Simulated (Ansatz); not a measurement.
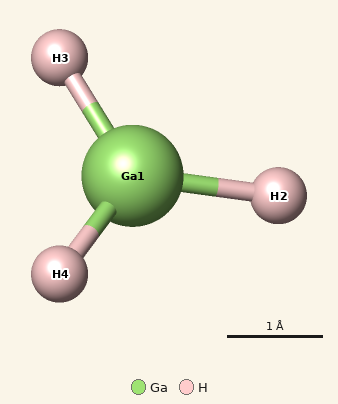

Fig. 1: The structure as given in the input (ball-and-stick view, seen at a tilt; atoms are numbered from 1 in the order of the input). Sticks mark near contacts. Bond lengths as drawn: Ga–H 1.58 Å.

# Run report: GaH3, molecular dynamics (part 1 of 4)

System: GaH3.
Method: RKS PBE-D4/def2-SVP (Ansatz 0.2.0).

It belongs to a series of runs on one base structure; here: dynamics from the start. Figures and captions count atoms from 1; the log counts them from 0 in places.

### What the program printed
```
Engine: ansatz 0.2.0, aarch64-unknown-linux-gnu
Functional definition: PBE
  parameter kappa = 0.804
  parameter beta = 0.06672455060314922
  exchange = pbe_x(kappa = kappa, mu = beta*pi^2/3)
  correlation = pbe_c(beta = beta)
529 factors; their error is unknown
mean field evaluation 1: about -52409.5128 eV, gradient 3.1e1 eV
mean field evaluation 2: about -52409.0932 eV, gradient 4.1e1 eV
mean field evaluation 4: about -52410.9281 eV, gradient 3.2e-1 eV
mean field evaluation 8: about -52410.9079 eV, gradient 2.4e-3 eV
mean field -52410.90791626 eV, -1926.0653405334 hartree, gradient 2.4e-6 eV, S^2 0.000000; 0 other end points of the search recorded, 0 dependent functions left out
the calculation of the forces begins
reference -52410.90795035 eV, -1926.0653417859 hartree; 17, 17 occupied and 30, 30 virtual orbitals, 529 factors
md step     0: t =     0.00 fs  T =    75.0 K  F+E_penalty+E_count = -52410.94214383 eV  E_kin = 0.038778 eV  (22 SCF iters)
these checks for a lower state are left out or cut short: starts, cluster_reference, orbital_swaps, neighbouring_geometries, increment
529 factors; their error is unknown
mean field evaluation 16: about -52410.9078 eV, gradient 3.5e-5 eV
mean field -52410.90780463 eV, -1926.0653364308 hartree, gradient 4.2e-5 eV, S^2 0.000000; 0 other end points of the search recorded, 0 dependent functions left out
the calculation of the forces begins
reference -52410.90783872 eV, -1926.0653376837 hartree; 17, 17 occupied and 30, 30 virtual orbitals, 529 factors
md step     1: t =     0.50 fs  T =    74.3 K  F+E_penalty+E_count = -52410.94203578 eV  E_kin = 0.038432 eV  (16 SCF iters)
[... from here on the SCF iterations and repeated set-up lines of each step are left out, up to the last step ...]
md step     2: t =     1.00 fs  T =    76.4 K  F+E_penalty+E_count = -52410.94172389 eV  E_kin = 0.039497 eV  (16 SCF iters)
md step     3: t =     1.50 fs  T =    70.3 K  F+E_penalty+E_count = -52410.94128031 eV  E_kin = 0.036374 eV  (16 SCF iters)
md step     4: t =     2.00 fs  T =    66.6 K  F+E_penalty+E_count = -52410.94073914 eV  E_kin = 0.034410 eV  (16 SCF iters)
md step     5: t =     2.50 fs  T =    64.3 K  F+E_penalty+E_count = -52410.94011734 eV  E_kin = 0.033227 eV  (16 SCF iters)
md step     6: t =     3.00 fs  T =    60.1 K  F+E_penalty+E_count = -52410.93949278 eV  E_kin = 0.031060 eV  (16 SCF iters)
md step     7: t =     3.50 fs  T =    60.7 K  F+E_penalty+E_count = -52410.93892653 eV  E_kin = 0.031364 eV  (16 SCF iters)
md step     8: t =     4.00 fs  T =    55.1 K  F+E_penalty+E_count = -52410.93842129 eV  E_kin = 0.028509 eV  (16 SCF iters)
md step     9: t =     4.50 fs  T =    50.9 K  F+E_penalty+E_count = -52410.93797206 eV  E_kin = 0.026298 eV  (16 SCF iters)
md step    10: t =     5.00 fs  T =    52.2 K  F+E_penalty+E_count = -52410.93754239 eV  E_kin = 0.026997 eV  (16 SCF iters)
md step    11: t =     5.50 fs  T =    53.3 K  F+E_penalty+E_count = -52410.93712146 eV  E_kin = 0.027550 eV  (16 SCF iters)
md step    12: t =     6.00 fs  T =    52.3 K  F+E_penalty+E_count = -52410.93674419 eV  E_kin = 0.027039 eV  (16 SCF iters)
md step    13: t =     6.50 fs  T =    52.6 K  F+E_penalty+E_count = -52410.93650010 eV  E_kin = 0.027186 eV  (16 SCF iters)
md step    14: t =     7.00 fs  T =    53.8 K  F+E_penalty+E_count = -52410.93639384 eV  E_kin = 0.027836 eV  (16 SCF iters)
md step    15: t =     7.50 fs  T =    56.0 K  F+E_penalty+E_count = -52410.93635079 eV  E_kin = 0.028969 eV  (16 SCF iters)
md step    16: t =     8.00 fs  T =    57.9 K  F+E_penalty+E_count = -52410.93625854 eV  E_kin = 0.029929 eV  (16 SCF iters)
md step    17: t =     8.50 fs  T =    55.9 K  F+E_penalty+E_count = -52410.93598337 eV  E_kin = 0.028925 eV  (16 SCF iters)
md step    18: t =     9.00 fs  T =    51.7 K  F+E_penalty+E_count = -52410.93554783 eV  E_kin = 0.026755 eV  (16 SCF iters)
md step    19: t =     9.50 fs  T =    48.4 K  F+E_penalty+E_count = -52410.93505579 eV  E_kin = 0.025002 eV  (16 SCF iters)
md step    20: t =    10.00 fs  T =    45.4 K  F+E_penalty+E_count = -52410.93455956 eV  E_kin = 0.023472 eV  (16 SCF iters)
md step    21: t =    10.50 fs  T =    45.4 K  F+E_penalty+E_count = -52410.93401640 eV  E_kin = 0.023499 eV  (16 SCF iters)
md step    22: t =    11.00 fs  T =    43.8 K  F+E_penalty+E_count = -52410.93345498 eV  E_kin = 0.022625 eV  (16 SCF iters)
md step    23: t =    11.50 fs  T =    40.2 K  F+E_penalty+E_count = -52410.93291626 eV  E_kin = 0.020762 eV  (16 SCF iters)
md step    24: t =    12.00 fs  T =    42.2 K  F+E_penalty+E_count = -52410.93239669 eV  E_kin = 0.021816 eV  (16 SCF iters)
md step    25: t =    12.50 fs  T =    43.0 K  F+E_penalty+E_count = -52410.93192369 eV  E_kin = 0.022250 eV  (16 SCF iters)
md step    26: t =    13.00 fs  T =    41.7 K  F+E_penalty+E_count = -52410.93155719 eV  E_kin = 0.021535 eV  (16 SCF iters)
md step    27: t =    13.50 fs  T =    42.8 K  F+E_penalty+E_count = -52410.93141314 eV  E_kin = 0.022110 eV  (21 SCF iters)
md step    28: t =    14.00 fs  T =    43.2 K  F+E_penalty+E_count = -52410.93144896 eV  E_kin = 0.022354 eV  (16 SCF iters)
md step    29: t =    14.50 fs  T =    44.0 K  F+E_penalty+E_count = -52410.93166265 eV  E_kin = 0.022769 eV  (16 SCF iters)
md step    30: t =    15.00 fs  T =    45.7 K  F+E_penalty+E_count = -52410.93209423 eV  E_kin = 0.023629 eV  (16 SCF iters)
md step    31: t =    15.50 fs  T =    49.7 K  F+E_penalty+E_count = -52410.93274228 eV  E_kin = 0.025678 eV  (16 SCF iters)
md step    32: t =    16.00 fs  T =    54.7 K  F+E_penalty+E_count = -52410.93366102 eV  E_kin = 0.028294 eV  (16 SCF iters)
md step    33: t =    16.50 fs  T =    63.5 K  F+E_penalty+E_count = -52410.93474049 eV  E_kin = 0.032822 eV  (16 SCF iters)
md step    34: t =    17.00 fs  T =    62.5 K  F+E_penalty+E_count = -52410.93578568 eV  E_kin = 0.032333 eV  (16 SCF iters)
md step    35: t =    17.50 fs  T =    72.3 K  F+E_penalty+E_count = -52410.93664564 eV  E_kin = 0.037407 eV  (15 SCF iters)
md step    36: t =    18.00 fs  T =    69.0 K  F+E_penalty+E_count = -52410.93732545 eV  E_kin = 0.035672 eV  (15 SCF iters)
md step    37: t =    18.50 fs  T =    70.1 K  F+E_penalty+E_count = -52410.93784208 eV  E_kin = 0.036242 eV  (16 SCF iters)
md step    38: t =    19.00 fs  T =    68.7 K  F+E_penalty+E_count = -52410.93823065 eV  E_kin = 0.035538 eV  (16 SCF iters)
md step    39: t =    19.50 fs  T =    70.2 K  F+E_penalty+E_count = -52410.93852801 eV  E_kin = 0.036271 eV  (17 SCF iters)
md step    40: t =    20.00 fs  T =    66.5 K  F+E_penalty+E_count = -52410.93872604 eV  E_kin = 0.034374 eV  (17 SCF iters)
md step    41: t =    20.50 fs  T =    69.6 K  F+E_penalty+E_count = -52410.93892882 eV  E_kin = 0.036011 eV  (17 SCF iters)
md step    42: t =    21.00 fs  T =    68.4 K  F+E_penalty+E_count = -52410.93912892 eV  E_kin = 0.035348 eV  (17 SCF iters)
md step    43: t =    21.50 fs  T =    67.4 K  F+E_penalty+E_count = -52410.93921833 eV  E_kin = 0.034840 eV  (17 SCF iters)
md step    44: t =    22.00 fs  T =    69.8 K  F+E_penalty+E_count = -52410.93921436 eV  E_kin = 0.036093 eV  (17 SCF iters)
md step    45: t =    22.50 fs  T =    68.7 K  F+E_penalty+E_count = -52410.93906548 eV  E_kin = 0.035534 eV  (16 SCF iters)
md step    46: t =    23.00 fs  T =    76.4 K  F+E_penalty+E_count = -52410.93888081 eV  E_kin = 0.039516 eV  (16 SCF iters)
md step    47: t =    23.50 fs  T =    74.3 K  F+E_penalty+E_count = -52410.93886229 eV  E_kin = 0.038441 eV  (16 SCF iters)
md step    48: t =    24.00 fs  T =    72.0 K  F+E_penalty+E_count = -52410.93884694 eV  E_kin = 0.037214 eV  (16 SCF iters)
md step    49: t =    24.50 fs  T =    69.0 K  F+E_penalty+E_count = -52410.93881188 eV  E_kin = 0.035668 eV  (16 SCF iters)
md step    50: t =    25.00 fs  T =    73.0 K  F+E_penalty+E_count = -52410.93892373 eV  E_kin = 0.037749 eV  (16 SCF iters)
md step    51: t =    25.50 fs  T =    74.5 K  F+E_penalty+E_count = -52410.93906712 eV  E_kin = 0.038529 eV  (16 SCF iters)
md step    52: t =    26.00 fs  T =    74.8 K  F+E_penalty+E_count = -52410.93918683 eV  E_kin = 0.038687 eV  (16 SCF iters)
md step    53: t =    26.50 fs  T =    73.7 K  F+E_penalty+E_count = -52410.93928461 eV  E_kin = 0.038126 eV  (21 SCF iters)
md step    54: t =    27.00 fs  T =    73.5 K  F+E_penalty+E_count = -52410.93926238 eV  E_kin = 0.037984 eV  (16 SCF iters)
md step    55: t =    27.50 fs  T =    73.4 K  F+E_penalty+E_count = -52410.93911112 eV  E_kin = 0.037966 eV  (16 SCF iters)
md step    56: t =    28.00 fs  T =    79.6 K  F+E_penalty+E_count = -52410.93877150 eV  E_kin = 0.041159 eV  (16 SCF iters)
md step    57: t =    28.50 fs  T =    73.7 K  F+E_penalty+E_count = -52410.93823060 eV  E_kin = 0.038115 eV  (16 SCF iters)
md step    58: t =    29.00 fs  T =    74.5 K  F+E_penalty+E_count = -52410.93759442 eV  E_kin = 0.038504 eV  (16 SCF iters)
md step    59: t =    29.50 fs  T =    77.4 K  F+E_penalty+E_count = -52410.93698633 eV  E_kin = 0.040009 eV  (16 SCF iters)
md step    60: t =    30.00 fs  T =    78.6 K  F+E_penalty+E_count = -52410.93651228 eV  E_kin = 0.040631 eV  (16 SCF iters)
md step    61: t =    30.50 fs  T =    76.6 K  F+E_penalty+E_count = -52410.93603993 eV  E_kin = 0.039597 eV  (16 SCF iters)
md step    62: t =    31.00 fs  T =    72.9 K  F+E_penalty+E_count = -52410.93542304 eV  E_kin = 0.037686 eV  (16 SCF iters)
md step    63: t =    31.50 fs  T =    72.8 K  F+E_penalty+E_count = -52410.93482168 eV  E_kin = 0.037620 eV  (16 SCF iters)
md step    64: t =    32.00 fs  T =    72.2 K  F+E_penalty+E_count = -52410.93435593 eV  E_kin = 0.037338 eV  (16 SCF iters)
md step    65: t =    32.50 fs  T =    72.1 K  F+E_penalty+E_count = -52410.93403848 eV  E_kin = 0.037269 eV  (16 SCF iters)
md step    66: t =    33.00 fs  T =    78.5 K  F+E_penalty+E_count = -52410.93389209 eV  E_kin = 0.040600 eV  (16 SCF iters)
md step    67: t =    33.50 fs  T =    76.6 K  F+E_penalty+E_count = -52410.93383927 eV  E_kin = 0.039603 eV  (16 SCF iters)
md step    68: t =    34.00 fs  T =    78.0 K  F+E_penalty+E_count = -52410.93399892 eV  E_kin = 0.040323 eV  (16 SCF iters)
md step    69: t =    34.50 fs  T =    77.6 K  F+E_penalty+E_count = -52410.93431796 eV  E_kin = 0.040148 eV  (16 SCF iters)
md step    70: t =    35.00 fs  T =    83.1 K  F+E_penalty+E_count = -52410.93469063 eV  E_kin = 0.042975 eV  (16 SCF iters)
md step    71: t =    35.50 fs  T =    87.8 K  F+E_penalty+E_count = -52410.93508552 eV  E_kin = 0.045381 eV  (16 SCF iters)
md step    72: t =    36.00 fs  T =    85.5 K  F+E_penalty+E_count = -52410.93551926 eV  E_kin = 0.044217 eV  (16 SCF iters)
md step    73: t =    36.50 fs  T =    85.6 K  F+E_penalty+E_count = -52410.93600811 eV  E_kin = 0.044247 eV  (16 SCF iters)
md step    74: t =    37.00 fs  T =    85.3 K  F+E_penalty+E_count = -52410.93649347 eV  E_kin = 0.044090 eV  (16 SCF iters)
md step    75: t =    37.50 fs  T =    91.0 K  F+E_penalty+E_count = -52410.93691880 eV  E_kin = 0.047041 eV  (16 SCF iters)
md step    76: t =    38.00 fs  T =    92.4 K  F+E_penalty+E_count = -52410.93718367 eV  E_kin = 0.047768 eV  (16 SCF iters)
md step    77: t =    38.50 fs  T =    95.0 K  F+E_penalty+E_count = -52410.93725013 eV  E_kin = 0.049141 eV  (16 SCF iters)
md step    78: t =    39.00 fs  T =    88.3 K  F+E_penalty+E_count = -52410.93721437 eV  E_kin = 0.045632 eV  (16 SCF iters)
md step    79: t =    39.50 fs  T =    83.0 K  F+E_penalty+E_count = -52410.93721525 eV  E_kin = 0.042907 eV  (16 SCF iters)
md step    80: t =    40.00 fs  T =    76.2 K  F+E_penalty+E_count = -52410.93737265 eV  E_kin = 0.039388 eV  (21 SCF iters)
md step    81: t =    40.50 fs  T =    83.6 K  F+E_penalty+E_count = -52410.93768348 eV  E_kin = 0.043225 eV  (16 SCF iters)
md step    82: t =    41.00 fs  T =    87.7 K  F+E_penalty+E_count = -52410.93800799 eV  E_kin = 0.045351 eV  (16 SCF iters)
md step    83: t =    41.50 fs  T =    93.4 K  F+E_penalty+E_count = -52410.93830326 eV  E_kin = 0.048278 eV  (16 SCF iters)
md step    84: t =    42.00 fs  T =    93.2 K  F+E_penalty+E_count = -52410.93871951 eV  E_kin = 0.048210 eV  (16 SCF iters)
md step    85: t =    42.50 fs  T =    91.3 K  F+E_penalty+E_count = -52410.93925448 eV  E_kin = 0.047203 eV  (16 SCF iters)
md step    86: t =    43.00 fs  T =    91.5 K  F+E_penalty+E_count = -52410.93968632 eV  E_kin = 0.047310 eV  (17 SCF iters)
md step    87: t =    43.50 fs  T =    89.7 K  F+E_penalty+E_count = -52410.93986259 eV  E_kin = 0.046386 eV  (17 SCF iters)
md step    88: t =    44.00 fs  T =    91.2 K  F+E_penalty+E_count = -52410.93983087 eV  E_kin = 0.047146 eV  (16 SCF iters)
md step    89: t =    44.50 fs  T =    90.5 K  F+E_penalty+E_count = -52410.93969717 eV  E_kin = 0.046778 eV  (16 SCF iters)
md step    90: t =    45.00 fs  T =    88.1 K  F+E_penalty+E_count = -52410.93953298 eV  E_kin = 0.045565 eV  (16 SCF iters)
md step    91: t =    45.50 fs  T =    84.2 K  F+E_penalty+E_count = -52410.93931634 eV  E_kin = 0.043550 eV  (16 SCF iters)
md step    92: t =    46.00 fs  T =    89.0 K  F+E_penalty+E_count = -52410.93908934 eV  E_kin = 0.046003 eV  (16 SCF iters)
md step    93: t =    46.50 fs  T =    92.9 K  F+E_penalty+E_count = -52410.93883062 eV  E_kin = 0.048015 eV  (16 SCF iters)
md step    94: t =    47.00 fs  T =   100.6 K  F+E_penalty+E_count = -52410.93843872 eV  E_kin = 0.051995 eV  (17 SCF iters)
md step    95: t =    47.50 fs  T =    96.7 K  F+E_penalty+E_count = -52410.93782901 eV  E_kin = 0.049987 eV  (17 SCF iters)
md step    96: t =    48.00 fs  T =    93.1 K  F+E_penalty+E_count = -52410.93708011 eV  E_kin = 0.048150 eV  (16 SCF iters)
md step    97: t =    48.50 fs  T =    91.2 K  F+E_penalty+E_count = -52410.93624879 eV  E_kin = 0.047145 eV  (16 SCF iters)
md step    98: t =    49.00 fs  T =    90.8 K  F+E_penalty+E_count = -52410.93539148 eV  E_kin = 0.046966 eV  (16 SCF iters)
md step    99: t =    49.50 fs  T =    88.1 K  F+E_penalty+E_count = -52410.93459052 eV  E_kin = 0.045535 eV  (17 SCF iters)
md step   100: t =    50.00 fs  T =    85.6 K  F+E_penalty+E_count = -52410.93390631 eV  E_kin = 0.044269 eV  (16 SCF iters)
md step   101: t =    50.50 fs  T =    94.2 K  F+E_penalty+E_count = -52410.93333925 eV  E_kin = 0.048692 eV  (16 SCF iters)
md step   102: t =    51.00 fs  T =    86.6 K  F+E_penalty+E_count = -52410.93292667 eV  E_kin = 0.044765 eV  (16 SCF iters)
md step   103: t =    51.50 fs  T =    85.5 K  F+E_penalty+E_count = -52410.93277267 eV  E_kin = 0.044227 eV  (16 SCF iters)
md step   104: t =    52.00 fs  T =    84.0 K  F+E_penalty+E_count = -52410.93279024 eV  E_kin = 0.043411 eV  (16 SCF iters)
md step   105: t =    52.50 fs  T =    77.3 K  F+E_penalty+E_count = -52410.93298818 eV  E_kin = 0.039981 eV  (16 SCF iters)
md step   106: t =    53.00 fs  T =    80.7 K  F+E_penalty+E_count = -52410.93331249 eV  E_kin = 0.041725 eV  (21 SCF iters)
md step   107: t =    53.50 fs  T =    87.0 K  F+E_penalty+E_count = -52410.93391258 eV  E_kin = 0.044964 eV  (16 SCF iters)
md step   108: t =    54.00 fs  T =    95.6 K  F+E_penalty+E_count = -52410.93490043 eV  E_kin = 0.049420 eV  (16 SCF iters)
md step   109: t =    54.50 fs  T =    97.4 K  F+E_penalty+E_count = -52410.93607203 eV  E_kin = 0.050363 eV  (16 SCF iters)
md step   110: t =    55.00 fs  T =    99.9 K  F+E_penalty+E_count = -52410.93731447 eV  E_kin = 0.051645 eV  (16 SCF iters)
md step   111: t =    55.50 fs  T =   105.9 K  F+E_penalty+E_count = -52410.93846996 eV  E_kin = 0.054780 eV  (22 SCF iters)
md step   112: t =    56.00 fs  T =   108.5 K  F+E_penalty+E_count = -52410.93934332 eV  E_kin = 0.056077 eV  (22 SCF iters)
md step   113: t =    56.50 fs  T =   114.7 K  F+E_penalty+E_count = -52410.93983076 eV  E_kin = 0.059308 eV  (22 SCF iters)
md step   114: t =    57.00 fs  T =   119.6 K  F+E_penalty+E_count = -52410.93979772 eV  E_kin = 0.061822 eV  (22 SCF iters)
md step   115: t =    57.50 fs  T =   118.3 K  F+E_penalty+E_count = -52410.93922170 eV  E_kin = 0.061149 eV  (22 SCF iters)
md step   116: t =    58.00 fs  T =   108.3 K  F+E_penalty+E_count = -52410.93823419 eV  E_kin = 0.055993 eV  (22 SCF iters)
md step   117: t =    58.50 fs  T =   102.7 K  F+E_penalty+E_count = -52410.93700507 eV  E_kin = 0.053105 eV  (22 SCF iters)
md step   118: t =    59.00 fs  T =   101.2 K  F+E_penalty+E_count = -52410.93558924 eV  E_kin = 0.052340 eV  (16 SCF iters)
md step   119: t =    59.50 fs  T =    98.3 K  F+E_penalty+E_count = -52410.93416485 eV  E_kin = 0.050831 eV  (16 SCF iters)
md step   120: t =    60.00 fs  T =    88.5 K  F+E_penalty+E_count = -52410.93298584 eV  E_kin = 0.045767 eV  (16 SCF iters)
md step   121: t =    60.50 fs  T =    86.9 K  F+E_penalty+E_count = -52410.93225875 eV  E_kin = 0.044954 eV  (16 SCF iters)
md step   122: t =    61.00 fs  T =    86.9 K  F+E_penalty+E_count = -52410.93191471 eV  E_kin = 0.044925 eV  (16 SCF iters)
md step   123: t =    61.50 fs  T =    82.1 K  F+E_penalty+E_count = -52410.93187970 eV  E_kin = 0.042464 eV  (16 SCF iters)
md step   124: t =    62.00 fs  T =    84.0 K  F+E_penalty+E_count = -52410.93210923 eV  E_kin = 0.043439 eV  (16 SCF iters)
md step   125: t =    62.50 fs  T =    85.8 K  F+E_penalty+E_count = -52410.93262300 eV  E_kin = 0.044381 eV  (16 SCF iters)
md step   126: t =    63.00 fs  T =    83.4 K  F+E_penalty+E_count = -52410.93333072 eV  E_kin = 0.043109 eV  (22 SCF iters)
md step   127: t =    63.50 fs  T =    85.4 K  F+E_penalty+E_count = -52410.93393180 eV  E_kin = 0.044155 eV  (22 SCF iters)
md step   128: t =    64.00 fs  T =    84.8 K  F+E_penalty+E_count = -52410.93422081 eV  E_kin = 0.043848 eV  (22 SCF iters)
md step   129: t =    64.50 fs  T =    81.5 K  F+E_penalty+E_count = -52410.93416886 eV  E_kin = 0.042164 eV  (21 SCF iters)
md step   130: t =    65.00 fs  T =    74.0 K  F+E_penalty+E_count = -52410.93376951 eV  E_kin = 0.038245 eV  (22 SCF iters)
md step   131: t =    65.50 fs  T =    72.0 K  F+E_penalty+E_count = -52410.93316209 eV  E_kin = 0.037227 eV  (22 SCF iters)
md step   132: t =    66.00 fs  T =    71.3 K  F+E_penalty+E_count = -52410.93250762 eV  E_kin = 0.036869 eV  (22 SCF iters)
md step   133: t =    66.50 fs  T =    72.4 K  F+E_penalty+E_count = -52410.93177752 eV  E_kin = 0.037420 eV  (22 SCF iters)
md step   134: t =    67.00 fs  T =    67.8 K  F+E_penalty+E_count = -52410.93092365 eV  E_kin = 0.035055 eV  (16 SCF iters)
md step   135: t =    67.50 fs  T =    73.9 K  F+E_penalty+E_count = -52410.93010040 eV  E_kin = 0.038214 eV  (15 SCF iters)
md step   136: t =    68.00 fs  T =    71.7 K  F+E_penalty+E_count = -52410.92954337 eV  E_kin = 0.037061 eV  (16 SCF iters)
md step   137: t =    68.50 fs  T =    73.0 K  F+E_penalty+E_count = -52410.92925813 eV  E_kin = 0.037739 eV  (17 SCF iters)
md step   138: t =    69.00 fs  T =    78.3 K  F+E_penalty+E_count = -52410.92904612 eV  E_kin = 0.040500 eV  (17 SCF iters)
md step   139: t =    69.50 fs  T =    74.7 K  F+E_penalty+E_count = -52410.92888446 eV  E_kin = 0.038620 eV  (17 SCF iters)
md step   140: t =    70.00 fs  T =    78.2 K  F+E_penalty+E_count = -52410.92879996 eV  E_kin = 0.040420 eV  (17 SCF iters)
md step   141: t =    70.50 fs  T =    77.2 K  F+E_penalty+E_count = -52410.92860150 eV  E_kin = 0.039930 eV  (16 SCF iters)
md step   142: t =    71.00 fs  T =    77.4 K  F+E_penalty+E_count = -52410.92831112 eV  E_kin = 0.040007 eV  (22 SCF iters)
md step   143: t =    71.50 fs  T =    74.1 K  F+E_penalty+E_count = -52410.92813739 eV  E_kin = 0.038336 eV  (22 SCF iters)
md step   144: t =    72.00 fs  T =    72.2 K  F+E_penalty+E_count = -52410.92814202 eV  E_kin = 0.037320 eV  (16 SCF iters)
md step   145: t =    72.50 fs  T =    69.3 K  F+E_penalty+E_count = -52410.92828143 eV  E_kin = 0.035816 eV  (17 SCF iters)
md step   146: t =    73.00 fs  T =    71.0 K  F+E_penalty+E_count = -52410.92859377 eV  E_kin = 0.036720 eV  (23 SCF iters)
md step   147: t =    73.50 fs  T =    72.4 K  F+E_penalty+E_count = -52410.92906338 eV  E_kin = 0.037434 eV  (21 SCF iters)
md step   148: t =    74.00 fs  T =    77.6 K  F+E_penalty+E_count = -52410.92964725 eV  E_kin = 0.040106 eV  (21 SCF iters)
md step   149: t =    74.50 fs  T =    76.5 K  F+E_penalty+E_count = -52410.93024636 eV  E_kin = 0.039556 eV  (21 SCF iters)
these checks for a lower state are left out or cut short: starts, cluster_reference, orbital_swaps, neighbouring_geometries, increment
529 factors; their error is unknown
mean field -52410.89637647 eV, -1926.0649164537 hartree, gradient 5.4e-6 eV, S^2 0.000000; 0 other end points of the search recorded, 0 dependent functions left out
the calculation of the forces begins
reference -52410.89641066 eV, -1926.0649177104 hartree; 17, 17 occupied and 30, 30 virtual orbitals, 529 factors
529 factors; their error is unknown
mean field evaluation 704: about -52409.0885 eV, gradient 4.1e1 eV
mean field -52410.89637647 eV, -1926.0649164537 hartree, gradient 1.3e-5 eV, S^2 0.000000; 1 other end points of the search recorded, 0 dependent functions left out
the calculation of the forces begins
reference -52410.89641066 eV, -1926.0649177104 hartree; 17, 17 occupied and 30, 30 virtual orbitals, 529 factors
md step   150: t =    75.00 fs  T =    76.3 K  F+E_penalty+E_count = -52410.93066039 eV  E_kin = 0.039446 eV  (21 SCF iters)
```
